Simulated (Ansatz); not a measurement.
**Molecular dynamics of CH7BClNO (part 1 of 3)**

The run: molecular dynamics of CH7BClNO. Method and program: RHF/6-31G* (Ansatz 0.2.0).

It belongs to a series of runs on one base structure; here: dynamics from the highest image of the converged band.

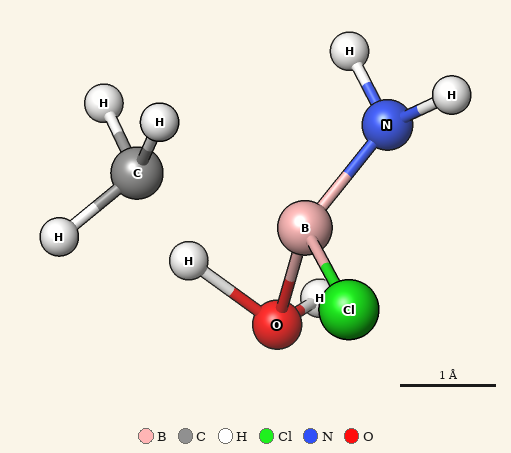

*The structure as given in the input (ball-and-stick view, seen at a tilt).*

Bond lengths as drawn: B–Cl 1.82 Å, B–N 1.45 Å, B–O 1.54 Å, C–H 1.08 to 1.09 Å, H–N 1.00 Å and H–O 0.95 to 1.20 Å.

### Input
```yaml
crystal:
  periodic: [false, false, false]
  atoms:
    - { symbol: B, position_ang: [-0.042764, -0.448569, 0.027656] }
    - { symbol: C, position_ang: [-0.131549, -0.047815, 1.846699] }
    - { symbol: H, position_ang: [-1.087405, -0.192751, 2.346202] }
    - { symbol: H, position_ang: [0.674596, -0.280147, 2.538957] }
    - { symbol: H, position_ang: [-0.042631, 1.007821, 1.628839] }
    - { symbol: Cl, position_ang: [1.484897, 0.275372, -0.657828] }
    - { symbol: "N", position_ang: [-1.28209, -0.100675, -0.643811] }
    - { symbol: H, position_ang: [-2.11932, -0.034765, -0.104127] }
    - { symbol: H, position_ang: [-1.23682, 0.640193, -1.309692] }
    - { symbol: O, position_ang: [0.129032, -1.966589, 0.242479] }
    - { symbol: H, position_ang: [-0.635486, -2.41423, -0.107587] }
    - { symbol: H, position_ang: [-0.035462, -1.304246, 1.233913] }
basis:
  gaussian: { orbitals: "6-31G*" }
hamiltonian:
  xc: hf
md:
  timestep: 0.5
  n_steps: 200
  ensemble: nve
  temperature: 100.0
  initial_velocities: maxwell_boltzmann
  seed: 7022
```

Run on 1 thread of Arm Neoverse V1, 24 GiB of memory available, shared host.

Command:
```bash
ansatz run input.yaml --threads 1 --pin off --max-ram 2048MiB --backend cpu --events-out ev --progress --plain --runs-dir out
```

### Log
```
Engine: ansatz 0.2.0, aarch64-unknown-linux-gnu
Functional definition: HF
  exchange = exact_x
  correlation = 0
1056 factors; integrals over basis functions are off by at most 5.3e-4 eV
mean field evaluation 1: about -17831.1456 eV, gradient 4.0e1 eV
mean field evaluation 2: about -17831.2095 eV, gradient 4.0e1 eV
mean field evaluation 4: about -17834.6505 eV, gradient 3.6e0 eV
mean field evaluation 8: about -17834.6915 eV, gradient 1.8e-4 eV
mean field -17834.69151302 eV, -655.4128243152 hartree, gradient 2.3e-5 eV, S^2 0.000000; 0 other end points of the search recorded, 0 dependent functions left out
the calculation of the forces begins
reference -17834.69151302 eV, -655.4128243152 hartree; 25, 25 occupied and 68, 68 virtual orbitals, 1056 factors
md step     0: t =     0.00 fs  T =   100.0 K  F+E_penalty+E_count = -17834.69151302 eV  E_kin = 0.129260 eV  conserved = -17834.56225302 eV  (33 SCF iters)
these checks for a lower state are left out or cut short: starts, cluster_reference, orbital_swaps, neighbouring_geometries, increment
1056 factors; integrals over basis functions are off by at most 5.3e-4 eV
mean field evaluation 16: about -17834.6860 eV, gradient 1.1e-3 eV
mean field -17834.68596910 eV, -655.4126205801 hartree, gradient 1.3e-5 eV, S^2 0.000000; 0 other end points of the search recorded, 0 dependent functions left out
the calculation of the forces begins
reference -17834.68596910 eV, -655.4126205801 hartree; 25, 25 occupied and 68, 68 virtual orbitals, 1056 factors
md step     1: t =     0.50 fs  T =    95.8 K  F+E_penalty+E_count = -17834.68596910 eV  E_kin = 0.123831 eV  conserved = -17834.56213823 eV  (34 SCF iters)
[... from here on the SCF iterations and repeated set-up lines of each step are left out, up to the last step ...]
md step     2: t =     1.00 fs  T =    84.8 K  F+E_penalty+E_count = -17834.67139840 eV  E_kin = 0.109646 eV  conserved = -17834.56175252 eV  (35 SCF iters)
md step     3: t =     1.50 fs  T =    71.6 K  F+E_penalty+E_count = -17834.65388133 eV  E_kin = 0.092599 eV  conserved = -17834.56128216 eV  (27 SCF iters)
md step     4: t =     2.00 fs  T =    61.7 K  F+E_penalty+E_count = -17834.64069152 eV  E_kin = 0.079698 eV  conserved = -17834.56099399 eV  (27 SCF iters)
md step     5: t =     2.50 fs  T =    58.2 K  F+E_penalty+E_count = -17834.63626194 eV  E_kin = 0.075210 eV  conserved = -17834.56105218 eV  (27 SCF iters)
md step     6: t =     3.00 fs  T =    60.6 K  F+E_penalty+E_count = -17834.63973210 eV  E_kin = 0.078340 eV  conserved = -17834.56139255 eV  (27 SCF iters)
md step     7: t =     3.50 fs  T =    65.1 K  F+E_penalty+E_count = -17834.64589379 eV  E_kin = 0.084114 eV  conserved = -17834.56177953 eV  (26 SCF iters)
md step     8: t =     4.00 fs  T =    67.1 K  F+E_penalty+E_count = -17834.64872009 eV  E_kin = 0.086735 eV  conserved = -17834.56198470 eV  (26 SCF iters)
md step     9: t =     4.50 fs  T =    64.2 K  F+E_penalty+E_count = -17834.64487377 eV  E_kin = 0.082953 eV  conserved = -17834.56192038 eV  (26 SCF iters)
md step    10: t =     5.00 fs  T =    56.9 K  F+E_penalty+E_count = -17834.63515761 eV  E_kin = 0.073510 eV  conserved = -17834.56164775 eV  (26 SCF iters)
md step    11: t =     5.50 fs  T =    48.2 K  F+E_penalty+E_count = -17834.62366959 eV  E_kin = 0.062363 eV  conserved = -17834.56130661 eV  (27 SCF iters)
md step    12: t =     6.00 fs  T =    42.3 K  F+E_penalty+E_count = -17834.61566975 eV  E_kin = 0.054631 eV  conserved = -17834.56103849 eV  (27 SCF iters)
md step    13: t =     6.50 fs  T =    42.1 K  F+E_penalty+E_count = -17834.61534058 eV  E_kin = 0.054400 eV  conserved = -17834.56094064 eV  (27 SCF iters)
md step    14: t =     7.00 fs  T =    48.9 K  F+E_penalty+E_count = -17834.62421638 eV  E_kin = 0.063170 eV  conserved = -17834.56104621 eV  (27 SCF iters)
md step    15: t =     7.50 fs  T =    61.4 K  F+E_penalty+E_count = -17834.64064614 eV  E_kin = 0.079328 eV  conserved = -17834.56131773 eV  (27 SCF iters)
md step    16: t =     8.00 fs  T =    76.4 K  F+E_penalty+E_count = -17834.66041171 eV  E_kin = 0.098763 eV  conserved = -17834.56164886 eV  (35 SCF iters)
md step    17: t =     8.50 fs  T =    90.2 K  F+E_penalty+E_count = -17834.67844496 eV  E_kin = 0.116561 eV  conserved = -17834.56188430 eV  (34 SCF iters)
md step    18: t =     9.00 fs  T =   100.1 K  F+E_penalty+E_count = -17834.69127729 eV  E_kin = 0.129405 eV  conserved = -17834.56187264 eV  (34 SCF iters)
md step    19: t =     9.50 fs  T =   106.6 K  F+E_penalty+E_count = -17834.69934739 eV  E_kin = 0.137795 eV  conserved = -17834.56155193 eV  (34 SCF iters)
md step    20: t =    10.00 fs  T =   113.6 K  F+E_penalty+E_count = -17834.70785960 eV  E_kin = 0.146838 eV  conserved = -17834.56102185 eV  (35 SCF iters)
md step    21: t =    10.50 fs  T =   127.4 K  F+E_penalty+E_count = -17834.72517897 eV  E_kin = 0.164655 eV  conserved = -17834.56052412 eV  (34 SCF iters)
md step    22: t =    11.00 fs  T =   153.8 K  F+E_penalty+E_count = -17834.75916834 eV  E_kin = 0.198866 eV  conserved = -17834.56030199 eV  (34 SCF iters)
md step    23: t =    11.50 fs  T =   195.8 K  F+E_penalty+E_count = -17834.81357596 eV  E_kin = 0.253126 eV  conserved = -17834.56045025 eV  (33 SCF iters)
md step    24: t =    12.00 fs  T =   252.0 K  F+E_penalty+E_count = -17834.88666087 eV  E_kin = 0.325750 eV  conserved = -17834.56091063 eV  (34 SCF iters)
md step    25: t =    12.50 fs  T =   317.6 K  F+E_penalty+E_count = -17834.97214638 eV  E_kin = 0.410531 eV  conserved = -17834.56161543 eV  (33 SCF iters)
md step    26: t =    13.00 fs  T =   385.2 K  F+E_penalty+E_count = -17835.06048738 eV  E_kin = 0.497890 eV  conserved = -17834.56259746 eV  (33 SCF iters)
md step    27: t =    13.50 fs  T =   444.9 K  F+E_penalty+E_count = -17835.13890698 eV  E_kin = 0.575024 eV  conserved = -17834.56388323 eV  (33 SCF iters)
md step    28: t =    14.00 fs  T =   484.7 K  F+E_penalty+E_count = -17835.19172911 eV  E_kin = 0.626563 eV  conserved = -17834.56516640 eV  (33 SCF iters)
md step    29: t =    14.50 fs  T =   495.2 K  F+E_penalty+E_count = -17835.20559421 eV  E_kin = 0.640070 eV  conserved = -17834.56552445 eV  (33 SCF iters)
md step    30: t =    15.00 fs  T =   479.0 K  F+E_penalty+E_count = -17835.18292212 eV  E_kin = 0.619109 eV  conserved = -17834.56381334 eV  (33 SCF iters)
md step    31: t =    15.50 fs  T =   461.4 K  F+E_penalty+E_count = -17835.15658992 eV  E_kin = 0.596361 eV  conserved = -17834.56022926 eV  (33 SCF iters)
md step    32: t =    16.00 fs  T =   484.3 K  F+E_penalty+E_count = -17835.18359596 eV  E_kin = 0.626051 eV  conserved = -17834.55754469 eV  (32 SCF iters)
md step    33: t =    16.50 fs  T =   576.4 K  F+E_penalty+E_count = -17835.30386039 eV  E_kin = 0.745091 eV  conserved = -17834.55876972 eV  (34 SCF iters)
md step    34: t =    17.00 fs  T =   723.9 K  F+E_penalty+E_count = -17835.49882832 eV  E_kin = 0.935736 eV  conserved = -17834.56309212 eV  (34 SCF iters)
md step    35: t =    17.50 fs  T =   879.2 K  F+E_penalty+E_count = -17835.70320859 eV  E_kin = 1.136390 eV  conserved = -17834.56681875 eV  (33 SCF iters)
md step    36: t =    18.00 fs  T =   997.8 K  F+E_penalty+E_count = -17835.85751649 eV  E_kin = 1.289799 eV  conserved = -17834.56771786 eV  (32 SCF iters)
md step    37: t =    18.50 fs  T =  1065.0 K  F+E_penalty+E_count = -17835.94290628 eV  E_kin = 1.376677 eV  conserved = -17834.56622954 eV  (32 SCF iters)
md step    38: t =    19.00 fs  T =  1093.9 K  F+E_penalty+E_count = -17835.97776503 eV  E_kin = 1.413923 eV  conserved = -17834.56384206 eV  (31 SCF iters)
md step    39: t =    19.50 fs  T =  1110.0 K  F+E_penalty+E_count = -17835.99650362 eV  E_kin = 1.434761 eV  conserved = -17834.56174212 eV  (31 SCF iters)
md step    40: t =    20.00 fs  T =  1137.7 K  F+E_penalty+E_count = -17836.03100438 eV  E_kin = 1.470541 eV  conserved = -17834.56046349 eV  (32 SCF iters)
md step    41: t =    20.50 fs  T =  1192.5 K  F+E_penalty+E_count = -17836.10144424 eV  E_kin = 1.541409 eV  conserved = -17834.56003525 eV  (32 SCF iters)
md step    42: t =    21.00 fs  T =  1280.1 K  F+E_penalty+E_count = -17836.21497686 eV  E_kin = 1.654694 eV  conserved = -17834.56028257 eV  (32 SCF iters)
md step    43: t =    21.50 fs  T =  1397.9 K  F+E_penalty+E_count = -17836.36797350 eV  E_kin = 1.806894 eV  conserved = -17834.56107941 eV  (33 SCF iters)
md step    44: t =    22.00 fs  T =  1536.1 K  F+E_penalty+E_count = -17836.54801916 eV  E_kin = 1.985605 eV  conserved = -17834.56241423 eV  (32 SCF iters)
md step    45: t =    22.50 fs  T =  1679.1 K  F+E_penalty+E_count = -17836.73457948 eV  E_kin = 2.170344 eV  conserved = -17834.56423596 eV  (31 SCF iters)
md step    46: t =    23.00 fs  T =  1806.0 K  F+E_penalty+E_count = -17836.90053732 eV  E_kin = 2.334372 eV  conserved = -17834.56616556 eV  (32 SCF iters)
md step    47: t =    23.50 fs  T =  1896.6 K  F+E_penalty+E_count = -17837.01879328 eV  E_kin = 2.451538 eV  conserved = -17834.56725478 eV  (31 SCF iters)
md step    48: t =    24.00 fs  T =  1942.3 K  F+E_penalty+E_count = -17837.07691126 eV  E_kin = 2.510678 eV  conserved = -17834.56623337 eV  (32 SCF iters)
md step    49: t =    24.50 fs  T =  1958.9 K  F+E_penalty+E_count = -17837.09483443 eV  E_kin = 2.532032 eV  conserved = -17834.56280281 eV  (31 SCF iters)
md step    50: t =    25.00 fs  T =  1986.0 K  F+E_penalty+E_count = -17837.12633532 eV  E_kin = 2.567150 eV  conserved = -17834.55918549 eV  (31 SCF iters)
md step    51: t =    25.50 fs  T =  2062.6 K  F+E_penalty+E_count = -17837.22493923 eV  E_kin = 2.666113 eV  conserved = -17834.55882590 eV  (32 SCF iters)
md step    52: t =    26.00 fs  T =  2192.1 K  F+E_penalty+E_count = -17837.39563697 eV  E_kin = 2.833459 eV  conserved = -17834.56217835 eV  (31 SCF iters)
md step    53: t =    26.50 fs  T =  2338.4 K  F+E_penalty+E_count = -17837.58866998 eV  E_kin = 3.022638 eV  conserved = -17834.56603201 eV  (32 SCF iters)
md step    54: t =    27.00 fs  T =  2457.5 K  F+E_penalty+E_count = -17837.74412791 eV  E_kin = 3.176525 eV  conserved = -17834.56760270 eV  (31 SCF iters)
md step    55: t =    27.50 fs  T =  2527.2 K  F+E_penalty+E_count = -17837.83341750 eV  E_kin = 3.266616 eV  conserved = -17834.56680182 eV  (32 SCF iters)
md step    56: t =    28.00 fs  T =  2552.0 K  F+E_penalty+E_count = -17837.86369984 eV  E_kin = 3.298698 eV  conserved = -17834.56500171 eV  (32 SCF iters)
md step    57: t =    28.50 fs  T =  2549.8 K  F+E_penalty+E_count = -17837.85929101 eV  E_kin = 3.295890 eV  conserved = -17834.56340117 eV  (32 SCF iters)
md step    58: t =    29.00 fs  T =  2538.4 K  F+E_penalty+E_count = -17837.84356283 eV  E_kin = 3.281101 eV  conserved = -17834.56246220 eV  (32 SCF iters)
md step    59: t =    29.50 fs  T =  2529.0 K  F+E_penalty+E_count = -17837.83104770 eV  E_kin = 3.268965 eV  conserved = -17834.56208315 eV  (32 SCF iters)
md step    60: t =    30.00 fs  T =  2526.8 K  F+E_penalty+E_count = -17837.82810841 eV  E_kin = 3.266133 eV  conserved = -17834.56197492 eV  (32 SCF iters)
md step    61: t =    30.50 fs  T =  2533.6 K  F+E_penalty+E_count = -17837.83681419 eV  E_kin = 3.274868 eV  conserved = -17834.56194580 eV  (31 SCF iters)
md step    62: t =    31.00 fs  T =  2549.7 K  F+E_penalty+E_count = -17837.85769554 eV  E_kin = 3.295696 eV  conserved = -17834.56199927 eV  (33 SCF iters)
md step    63: t =    31.50 fs  T =  2574.2 K  F+E_penalty+E_count = -17837.88974383 eV  E_kin = 3.327457 eV  conserved = -17834.56228663 eV  (33 SCF iters)
md step    64: t =    32.00 fs  T =  2603.5 K  F+E_penalty+E_count = -17837.92828170 eV  E_kin = 3.365296 eV  conserved = -17834.56298613 eV  (33 SCF iters)
md step    65: t =    32.50 fs  T =  2629.1 K  F+E_penalty+E_count = -17837.96257577 eV  E_kin = 3.398436 eV  conserved = -17834.56413936 eV  (32 SCF iters)
md step    66: t =    33.00 fs  T =  2638.3 K  F+E_penalty+E_count = -17837.97574151 eV  E_kin = 3.410287 eV  conserved = -17834.56545451 eV  (33 SCF iters)
md step    67: t =    33.50 fs  T =  2617.7 K  F+E_penalty+E_count = -17837.94980200 eV  E_kin = 3.383629 eV  conserved = -17834.56617259 eV  (33 SCF iters)
md step    68: t =    34.00 fs  T =  2562.3 K  F+E_penalty+E_count = -17837.87732897 eV  E_kin = 3.312009 eV  conserved = -17834.56531951 eV  (32 SCF iters)
md step    69: t =    34.50 fs  T =  2485.1 K  F+E_penalty+E_count = -17837.77495746 eV  E_kin = 3.212271 eV  conserved = -17834.56268675 eV  (32 SCF iters)
md step    70: t =    35.00 fs  T =  2417.2 K  F+E_penalty+E_count = -17837.68431178 eV  E_kin = 3.124448 eV  conserved = -17834.55986387 eV  (34 SCF iters)
md step    71: t =    35.50 fs  T =  2389.2 K  F+E_penalty+E_count = -17837.64758593 eV  E_kin = 3.088299 eV  conserved = -17834.55928659 eV  (33 SCF iters)
md step    72: t =    36.00 fs  T =  2407.3 K  F+E_penalty+E_count = -17837.67312539 eV  E_kin = 3.111703 eV  conserved = -17834.56142265 eV  (33 SCF iters)
md step    73: t =    36.50 fs  T =  2448.3 K  F+E_penalty+E_count = -17837.72889982 eV  E_kin = 3.164688 eV  conserved = -17834.56421174 eV  (34 SCF iters)
md step    74: t =    37.00 fs  T =  2479.9 K  F+E_penalty+E_count = -17837.77118078 eV  E_kin = 3.205503 eV  conserved = -17834.56567780 eV  (32 SCF iters)
md step    75: t =    37.50 fs  T =  2482.1 K  F+E_penalty+E_count = -17837.77388911 eV  E_kin = 3.208323 eV  conserved = -17834.56556620 eV  (33 SCF iters)
md step    76: t =    38.00 fs  T =  2452.4 K  F+E_penalty+E_count = -17837.73458974 eV  E_kin = 3.169967 eV  conserved = -17834.56462264 eV  (33 SCF iters)
md step    77: t =    38.50 fs  T =  2399.4 K  F+E_penalty+E_count = -17837.66492595 eV  E_kin = 3.101405 eV  conserved = -17834.56352077 eV  (33 SCF iters)
md step    78: t =    39.00 fs  T =  2334.9 K  F+E_penalty+E_count = -17837.58060368 eV  E_kin = 3.018059 eV  conserved = -17834.56254420 eV  (33 SCF iters)
md step    79: t =    39.50 fs  T =  2270.5 K  F+E_penalty+E_count = -17837.49651828 eV  E_kin = 2.934784 eV  conserved = -17834.56173425 eV  (35 SCF iters)
md step    80: t =    40.00 fs  T =  2216.0 K  F+E_penalty+E_count = -17837.42551797 eV  E_kin = 2.864439 eV  conserved = -17834.56107930 eV  (34 SCF iters)
md step    81: t =    40.50 fs  T =  2179.7 K  F+E_penalty+E_count = -17837.37814867 eV  E_kin = 2.817539 eV  conserved = -17834.56060968 eV  (34 SCF iters)
md step    82: t =    41.00 fs  T =  2167.4 K  F+E_penalty+E_count = -17837.36192842 eV  E_kin = 2.801518 eV  conserved = -17834.56041083 eV  (35 SCF iters)
md step    83: t =    41.50 fs  T =  2181.1 K  F+E_penalty+E_count = -17837.37990355 eV  E_kin = 2.819304 eV  conserved = -17834.56059916 eV  (34 SCF iters)
md step    84: t =    42.00 fs  T =  2218.5 K  F+E_penalty+E_count = -17837.42891258 eV  E_kin = 2.867651 eV  conserved = -17834.56126128 eV  (36 SCF iters)
md step    85: t =    42.50 fs  T =  2271.4 K  F+E_penalty+E_count = -17837.49842549 eV  E_kin = 2.936035 eV  conserved = -17834.56239004 eV  (33 SCF iters)
md step    86: t =    43.00 fs  T =  2326.5 K  F+E_penalty+E_count = -17837.57105731 eV  E_kin = 3.007273 eV  conserved = -17834.56378420 eV  (32 SCF iters)
md step    87: t =    43.50 fs  T =  2368.2 K  F+E_penalty+E_count = -17837.62613531 eV  E_kin = 3.061169 eV  conserved = -17834.56496643 eV  (33 SCF iters)
md step    88: t =    44.00 fs  T =  2384.4 K  F+E_penalty+E_count = -17837.64735429 eV  E_kin = 3.082137 eV  conserved = -17834.56521775 eV  (33 SCF iters)
md step    89: t =    44.50 fs  T =  2374.7 K  F+E_penalty+E_count = -17837.63352658 eV  E_kin = 3.069595 eV  conserved = -17834.56393205 eV  (32 SCF iters)
md step    90: t =    45.00 fs  T =  2355.9 K  F+E_penalty+E_count = -17837.60656145 eV  E_kin = 3.045181 eV  conserved = -17834.56138086 eV  (32 SCF iters)
md step    91: t =    45.50 fs  T =  2357.1 K  F+E_penalty+E_count = -17837.60591707 eV  E_kin = 3.046760 eV  conserved = -17834.55915722 eV  (34 SCF iters)
md step    92: t =    46.00 fs  T =  2402.6 K  F+E_penalty+E_count = -17837.66469303 eV  E_kin = 3.105592 eV  conserved = -17834.55910118 eV  (34 SCF iters)
md step    93: t =    46.50 fs  T =  2492.8 K  F+E_penalty+E_count = -17837.78357051 eV  E_kin = 3.222246 eV  conserved = -17834.56132404 eV  (32 SCF iters)
md step    94: t =    47.00 fs  T =  2603.5 K  F+E_penalty+E_count = -17837.92934092 eV  E_kin = 3.365287 eV  conserved = -17834.56405394 eV  (32 SCF iters)
md step    95: t =    47.50 fs  T =  2703.3 K  F+E_penalty+E_count = -17838.05990926 eV  E_kin = 3.494317 eV  conserved = -17834.56559195 eV  (32 SCF iters)
md step    96: t =    48.00 fs  T =  2772.7 K  F+E_penalty+E_count = -17838.14953255 eV  E_kin = 3.583941 eV  conserved = -17834.56559144 eV  (32 SCF iters)
md step    97: t =    48.50 fs  T =  2808.9 K  F+E_penalty+E_count = -17838.19548294 eV  E_kin = 3.630817 eV  conserved = -17834.56466642 eV  (32 SCF iters)
md step    98: t =    49.00 fs  T =  2821.1 K  F+E_penalty+E_count = -17838.21006951 eV  E_kin = 3.646524 eV  conserved = -17834.56354555 eV  (32 SCF iters)
md step    99: t =    49.50 fs  T =  2821.6 K  F+E_penalty+E_count = -17838.20985273 eV  E_kin = 3.647193 eV  conserved = -17834.56265934 eV  (33 SCF iters)
md step   100: t =    50.00 fs  T =  2821.1 K  F+E_penalty+E_count = -17838.20868058 eV  E_kin = 3.646542 eV  conserved = -17834.56213893 eV  (34 SCF iters)
md step   101: t =    50.50 fs  T =  2826.2 K  F+E_penalty+E_count = -17838.21514785 eV  E_kin = 3.653193 eV  conserved = -17834.56195440 eV  (33 SCF iters)
md step   102: t =    51.00 fs  T =  2839.7 K  F+E_penalty+E_count = -17838.23267606 eV  E_kin = 3.670647 eV  conserved = -17834.56202943 eV  (32 SCF iters)
md step   103: t =    51.50 fs  T =  2861.1 K  F+E_penalty+E_count = -17838.26052749 eV  E_kin = 3.698235 eV  conserved = -17834.56229293 eV  (32 SCF iters)
md step   104: t =    52.00 fs  T =  2887.4 K  F+E_penalty+E_count = -17838.29490071 eV  E_kin = 3.732206 eV  conserved = -17834.56269446 eV  (32 SCF iters)
md step   105: t =    52.50 fs  T =  2914.0 K  F+E_penalty+E_count = -17838.32979482 eV  E_kin = 3.766580 eV  conserved = -17834.56321501 eV  (32 SCF iters)
```
